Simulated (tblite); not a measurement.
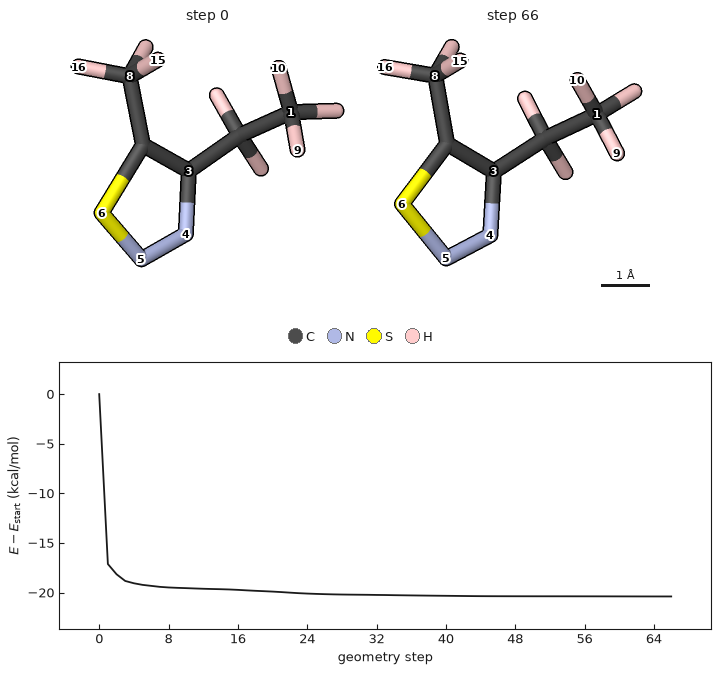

First and last geometry of a relaxation of C₅H₈N₂S, with the history of the run. The picture is a stick view, seen at a tilt.

Computed with tblite, GFN2-xTB geometry optimisation, gas phase. 

Question: Read the history and describe the run.

Answer: It converged. The largest move after the best rigid fit is that of an H atom, 0.44 Å. By element the largest moves are H 0.44 Å, S 0.22 Å, C 0.07 Å, N 0.03 Å. Among the contacts that change: N–S 1.460 → 1.662 Å, C–S 1.780 → 1.720 Å, C–C 1.346 → 1.382 Å, N–N 1.284 → 1.254 Å. Bond angles that change, for instance: H–C–H 114.3° → 108.5°, C–C–S 102.5° → 107.4°, S–C–C 128.1° → 123.4°. Groups turn about C–C by about 25°. After 66 geometry steps the energy has fallen by 20.4 kcal/mol. The run took 0.43 s on 1 thread of Arm Neoverse V1, on a shared host.

| step | E − E(0), kcal/mol |
| --- | --- |
| 0 | 0.00 |
| 1 | -17.12 |
| 2 | -18.15 |
| 3 | -18.83 |
| 4 | -19.06 |
| 5 | -19.22 |
| 6 | -19.32 |
| 7 | -19.42 |
| 8 | -19.48 |
| 9 | -19.52 |
| 10 | -19.55 |
| 13 | -19.64 |
| 16 | -19.72 |
| 19 | -19.86 |
| 22 | -20.00 |
| 25 | -20.13 |
| 28 | -20.19 |
| 31 | -20.22 |
| 34 | -20.26 |
| 37 | -20.29 |
| 39 | -20.31 |
| 42 | -20.34 |
| 45 | -20.36 |
| 48 | -20.37 |
| 51 | -20.37 |
| 54 | -20.37 |
| 57 | -20.38 |
| 60 | -20.38 |
| 63 | -20.39 |
| 66 | -20.39 |
